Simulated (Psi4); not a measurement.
Run report: AlH$_{4}$ (charge −1), excited-state calculation

The run: excited-state calculation of AlH$_{4}$, charge −1, SMILES [H][Al-]([H])([H])[H]. Method and program: TDDFT (BLYP)/def2-SVPD, RKS, ZORA (Psi4 1.11).

The geometry comes from this level: GFN2-xTB.

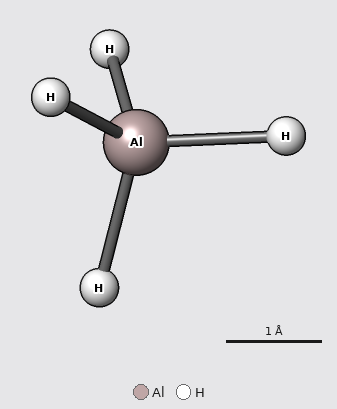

Fig. 1: The structure as given in the input (ball-and-stick view, seen at a tilt). Sticks mark near contacts. Bond lengths as drawn: Al–H 1.63 Å.

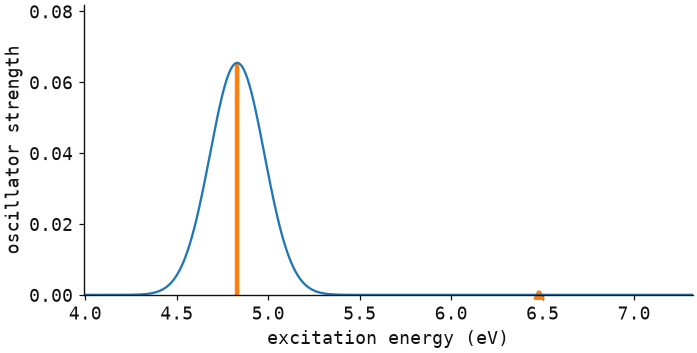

Fig. 2: Computed excitations as sticks (degenerate states added up, dark ones marked on the axis), with a Gaussian envelope of 0.35 eV full width at half maximum, scaled to the tallest. Of the 6 states the lowest lies at 4.82 eV (f = 0.065); the strongest line is at 4.84 eV, or 256 nm (f = 0.065).

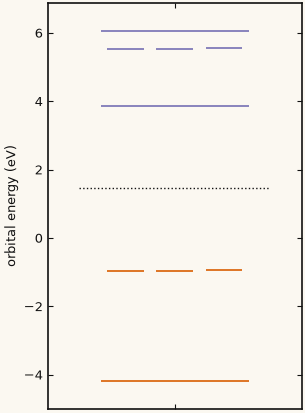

Fig. 3: Orbital energies near the frontier; the dotted line parts filled from empty levels, and levels within 0.02 eV of each other stand side by side. Highest filled −0.95 eV, lowest empty 3.85 eV, 4.80 eV apart.

These pictures come from the run below.

### The input (alh4.dat)
```python
memory 1600 MB

molecule geom {
  -1 1
  Al    -0.001450    -0.001080    -0.000010
  H      0.012860    -0.019320     1.627070
  H      1.530040     0.013000    -0.552880
  H     -0.773910     1.334120    -0.520140
  H     -0.767540    -1.326720    -0.554050
  symmetry c1
}

set {
  basis def2-SVPD
  reference rks
  save_jk true
  dft_nuclear_scheme sbecke
  relativistic zora
}

from psi4.driver.procrouting.response.scf_response import tdscf_excitations
e, wfn = energy('blyp', return_wfn=True)
states = tdscf_excitations(wfn, states=6, tda=False)
```

Command:
```bash
psi4 -n 1 alh4.dat alh4.out
```

### What the program printed
```
Psi4 1.11 release

Relativistic analytic gradients are not implemented yet, re-routing to finite differences.

   => Loading Basis Set <=

    Name: DEF2-SVPD
    Role: ORBITAL
    Keyword: BASIS

         ---------------------------------------------------------
                                   SCF
                              RKS Reference
                        1 Threads,   1525 MiB Core
         ---------------------------------------------------------

  ==> Geometry <==

    Molecular point group: c1
    Full point group: C1

    Geometry (in Angstrom), charge = -1, multiplicity = 1:

       Center              X                  Y                   Z               Mass
    ------------   -----------------  -----------------  -----------------  -----------------
         AL          -0.000235603440    -0.000175483942    -0.000001299881    26.981538530000
         H            0.014074396560    -0.018415483942     1.627078700119     1.007825032230
         H            1.531254396560     0.013904516058    -0.552871299881     1.007825032230
         H           -0.772695603440     1.335024516058    -0.520131299881     1.007825032230
         H           -0.766325603440    -1.325815483942    -0.554041299881     1.007825032230

  Running in c1 symmetry.

  Rotational constants: A =      2.37033  B =      2.36588  C =      2.36450 [cm^-1]
  Rotational constants: A =  71060.68934  B =  70927.34177  C =  70885.78334 [MHz]
  Nuclear repulsion =   18.097726282604977

  Charge       = -1
  Multiplicity = 1
  Electrons    = 18
  Nalpha       = 9
  Nbeta        = 9

  ==> Algorithm <==

  SCF Algorithm Type is DF.
  DIIS enabled.
  MOM disabled.
  Fractional occupation disabled.
  Guess Type is SAD.
  Energy threshold   = 1.00e-06
  Density threshold  = 1.00e-06
  Integral threshold = 1.00e-12

  ==> Primary Basis <==

  Basis Set: DEF2-SVPD
    Blend: DEF2-SVPD
    Number of shells: 26
    Number of basis functions: 56
    Number of Cartesian functions: 58
    Spherical Harmonics?: true
    Max angular momentum: 2

  ==> DFT Potential <==

   => LibXC <=

    Version 7.1.2

   => Composite Functional: BLYP <=

    BLYP GGA Exchange-Correlation Functional

    Deriv               =              1
    GGA                 =           TRUE
    Meta                =          FALSE

    Exchange Hybrid     =          FALSE
    MP2 Hybrid          =          FALSE

   => Exchange Functionals <=

    1.0000     XC_GGA_X_B88

   => Correlation Functionals <=

    1.0000     XC_GGA_C_LYP

   => LibXC Density Thresholds  <==

    XC_GGA_C_LYP:  1.00E-14
    XC_GGA_X_B88:  1.00E-15

   => Molecular Quadrature <=

    Radial Scheme          =       TREUTLER
    Pruning Scheme         =           NONE
    Nuclear Scheme         =         SBECKE

    Blocking Scheme        =         OCTREE
    BS radius alpha        =              1
    Pruning alpha          =              1
    Radial Points          =             75
    Spherical Points       =            302
    Total Points           =         109770
    Total Blocks           =            875
    Max Points             =            256
    Max Functions          =             56
    Weights Tolerance      =       1.00E-15

   => Loading Basis Set <=

    Name: (DEF2-SVPD AUX)
    Role: JKFIT
    Keyword: DF_BASIS_SCF

  ==> Integral Setup <==

  DFHelper Memory: AOs need 0.006 GiB; user supplied 0.944 GiB.
  SCF_SUBTYPE=INCORE selected. In-core MEM_DF algorithm will be used.
  Using in-core AOs.

  ==> MemDFJK: Density-Fitted J/K Matrices <==

    J tasked:                   Yes
    K tasked:                    No
    wK tasked:                   No
    Memory [MiB]:               967
    Algorithm:                 Core
    Schwarz Cutoff:           1E-12
    Mask sparsity (%):       0.0000
    Fitting Condition:        1E-10

   => Auxiliary Basis Set <=

  Basis Set: (DEF2-SVPD AUX)
    Blend: DEF2-UNIVERSAL-JKFIT
    Number of shells: 62
    Number of basis functions: 200
    Number of Cartesian functions: 235
    Spherical Harmonics?: true
    Max angular momentum: 4

  Cached 100.0% of DFT collocation blocks in 0.173 [GiB].

 OEINTS: Using relativistic (ZORA) kinetic integrals.

        ____  ____  ___  ___
       /_  / / __ \/ _ \/ _ |
        / /_/ /_/ / , _/ __ |
       /___/\____/_/|_/_/ |_|
      ========================

  ==> ZORA Details <==
    Total number of grid points: 1241816
    Total number of batches: 8297
    Using 1 thread(s)

  Minimum eigenvalue in the overlap matrix is 1.9839488496E-03.
  Reciprocal condition number of the overlap matrix is 3.4349256534E-04.
    Using symmetric orthogonalization.

  ==> Pre-Iterations <==

  SCF Guess: Superposition of Atomic Densities via on-the-fly atomic UHF (no occupation information).

   -------------------------
    Irrep   Nso     Nmo
   -------------------------
     A         56      56
   -------------------------
    Total      56      56
   -------------------------

  ==> Iterations <==

                           Total Energy        Delta E     RMS |[F,P]|

   @DF-RKS iter SAD:  -244.92740117189885   -2.44927e+02   0.00000e+00
   @DF-RKS iter   1:  -245.28110215830674   -3.53701e-01   5.68608e-03 ADIIS/DIIS
   @DF-RKS iter   2:  -245.31359334619702   -3.24912e-02   5.06811e-03 ADIIS/DIIS
   @DF-RKS iter   3:  -245.40397374222721   -9.03804e-02   4.58171e-04 ADIIS/DIIS
   @DF-RKS iter   4:  -245.40458539393484   -6.11652e-04   9.19248e-05 DIIS
   @DF-RKS iter   5:  -245.40460895935712   -2.35654e-05   6.72059e-06 DIIS
   @DF-RKS iter   6:  -245.40460909655241   -1.37195e-07   4.58177e-07 DIIS
  Energy and wave function converged.

  ==> Post-Iterations <==

   Electrons on quadrature grid:
      Ntotal   =   17.9999937700 ; deviation = -6.230e-06

    Orbital Energies [Eh]
    ---------------------

    Doubly Occupied:

       1A    -55.451604     2A     -3.700100     3A     -2.294934
       4A     -2.294926     5A     -2.294919     6A     -0.154276
       7A     -0.035277     8A     -0.035059     9A     -0.034859

    Virtual:

      10A      0.141511    11A      0.203541    12A      0.203653
      13A      0.203769    14A      0.222998    15A      0.223006
      16A      0.280008    17A      0.280078    18A      0.280170
      19A      0.295311    20A      0.356128    21A      0.356192
      22A      0.356225    23A      0.370006    24A      0.421384
      25A      0.421421    26A      0.428070    27A      0.428150
      28A      0.428353    29A      0.544202    30A      0.544251
      31A      0.544273    32A      0.586729    33A      0.672845
      34A      0.673217    35A      0.673680    36A      0.836662
      37A      0.836833    38A      0.837047    39A      0.861034
      40A      0.861095    41A      1.032115    42A      1.113946
      43A      1.114283    44A      1.114471    45A      1.800680
      46A      1.800781    47A      1.800825    48A      1.917308
      49A      1.917657    50A      1.918405    51A      1.982764
      52A      1.982903    53A      2.029214    54A      2.299712
      55A      2.300156    56A      2.300538

    Final Occupation by Irrep:
              A
    DOCC [     9 ]
    NA   [     9 ]
    NB   [     9 ]

  @DF-RKS Final Energy:  -245.40460909655241

   => Energetics <=

    Nuclear Repulsion Energy =             18.0977262826049774
    One-Electron Energy =                -379.9334354047690567
    Two-Electron Energy =                 136.6917239016162284
    DFT Exchange-Correlation Energy =     -20.2606238760045656
    Empirical Dispersion Energy =           0.0000000000000000
    VV10 Nonlocal Energy =                  0.0000000000000000
    Total Energy =                       -245.4046090965524058

Computation Completed

Properties will be evaluated at   0.000000,   0.000000,   0.000000 [a0]

Properties computed using the SCF density matrix

 Multipole Moments:

 ------------------------------------------------------------------------------------
     Multipole            Electronic (a.u.)      Nuclear  (a.u.)        Total (a.u.)
 ------------------------------------------------------------------------------------

 L = 1.  Multiply by 2.5417464519 to convert [e a0] to [Debye]
 Dipole X            :         -0.0110418            0.0061317           -0.0049101
 Dipole Y            :         -0.0079909            0.0045670           -0.0034238
 Dipole Z            :          0.0004059            0.0000338            0.0004397
 Magnitude           :                                                    0.0060021

 ------------------------------------------------------------------------------------

	total time  =          7 seconds =       0.12 minutes

******************************************************************************************
**********                               WARNING                                **********
**********       The names of excited state variables changed between 1.5       **********
**********     and 1.6. For a quick solution, remove the symmetry specifier     **********
**********   from the variable name. For full details, see 'Notes on Psivars'   **********
**********                        in the documentation.                         **********
******************************************************************************************

         ---------------------------------------------------------
                         TDSCF excitation energies
         ---------------------------------------------------------

  ==> Options <==

     Residual threshold  : 1.0000e-04
     Initial guess       : denominators
     Reference           : RHF
     Solver type         : RPA (Hamiltonian)

  ==> Requested Excitations <==

      6 singlet states with A symmetry

  ==> Seeking the lowest 6 singlet states with A symmetry

                        Generalized Hamiltonian Solver

  ==> Options <==

    Max number of iterations        = 60
    Eigenvector tolerance           = 1.0000e-04
    Max number of expansion vectors = 1200

  => Iterations <=
                              Max[D[value]]     Max[|R|]   # vectors
  HamiltonianSolver iter   1:   2.38787e-01  3.26142e-02     24
  HamiltonianSolver iter   2:   5.44339e-04  1.53223e-02     30
  HamiltonianSolver iter   3:   3.06311e-05  5.18237e-03     42
  HamiltonianSolver iter   4:   6.38040e-06  9.05043e-04     54
  HamiltonianSolver iter   5:   2.16499e-07  1.98377e-04     66
  HamiltonianSolver iter   6:   9.59956e-09  6.45988e-05     78      Converged

******************************************************************************************
**********                               WARNING                                **********
**********  Length-gauge rotatory strengths are **NOT** gauge-origin invariant  **********
******************************************************************************************

                                    Excitation Energy         Total Energy        Oscillator Strength             Rotatory Strength
     #   Sym: GS->ES (Trans)        au              eV              au          au (length)    au (velocity)    au (length)    au (velocity)
    ---- -------------------- --------------- --------------- --------------- --------------- --------------- --------------- ---------------
     1        A->A (1 A)       0.17730         4.82462        -245.22731       0.0655          0.1132          0.0000          0.0000
     2        A->A (1 A)       0.17750         4.83011        -245.22711       0.0655          0.1130         -0.0000         -0.0000
     3        A->A (1 A)       0.17772         4.83610        -245.22689       0.0655          0.1129          0.0000          0.0000
     4        A->A (1 A)       0.23803         6.47726        -245.16657       0.0000          0.0000          0.0001          0.0001
     5        A->A (1 A)       0.23821         6.48192        -245.16640       0.0000          0.0000         -0.0002         -0.0002
     6        A->A (1 A)       0.23836         6.48623        -245.16624       0.0000          0.0000          0.0000          0.0000

Contributing excitations and de-excitations
Only contributions with abs(coeff) > 1.00e-01 will be printed:

Excited State    1 (1 A):   0.17730 au   256.98 nm f = 0.0655
  Sums of squares: Xssq =  1.000200e+00; Yssq =  2.001697e-04; Xssq - Yssq =  1.000000e+00
      9a  ->  10a     0.999358 (99.872%)

Excited State    2 (1 A):   0.17750 au   256.69 nm f = 0.0655
  Sums of squares: Xssq =  1.000200e+00; Yssq =  2.001523e-04; Xssq - Yssq =  1.000000e+00
      8a  ->  10a    -0.999356 (99.871%)

Excited State    3 (1 A):   0.17772 au   256.37 nm f = 0.0655
  Sums of squares: Xssq =  1.000200e+00; Yssq =  2.003524e-04; Xssq - Yssq =  1.000000e+00
      7a  ->  10a     0.999354 (99.871%)

Excited State    4 (1 A):   0.23803 au   191.41 nm f = 0.0000
  Sums of squares: Xssq =  1.000102e+00; Yssq =  1.017653e-04; Xssq - Yssq =  1.000000e+00
      8a  ->  11a    -0.699767 (48.967%)
      9a  ->  12a    -0.712107 (50.710%)

Excited State    5 (1 A):   0.23821 au   191.28 nm f = 0.0000
  Sums of squares: Xssq =  1.000103e+00; Yssq =  1.025955e-04; Xssq - Yssq =  1.000000e+00
      7a  ->  11a     0.690897 (47.734%)
      9a  ->  13a    -0.721472 (52.052%)

Excited State    6 (1 A):   0.23836 au   191.15 nm f = 0.0000
  Sums of squares: Xssq =  1.000103e+00; Yssq =  1.028146e-04; Xssq - Yssq =  1.000000e+00
      7a  ->  12a     0.697461 (48.645%)
      8a  ->  13a     0.713922 (50.968%)

******************************************************************************************
**********                               WARNING                                **********
**********       The names of excited state variables changed between 1.5       **********
**********     and 1.6. For a quick solution, remove the symmetry specifier     **********
**********   from the variable name. For full details, see 'Notes on Psivars'   **********
**********                        in the documentation.                         **********
******************************************************************************************

    Psi4 run time: 0:00:14.72
```

### Key numbers

- outcome: converged
- total energy: −245.404609 hartree
- basis functions: 56
- HOMO: −0.95 eV
- LUMO: 3.85 eV
- lowest excitation: 4.82 eV
- hardware: 1 thread of Intel Xeon (Granite Rapids), 192 GiB of memory available, shared host
- wall time: 16 s
- peak memory: 0.53 GiB

### Notes

Settings chosen away from the usual ones: dft_nuclear_scheme set to sbecke.
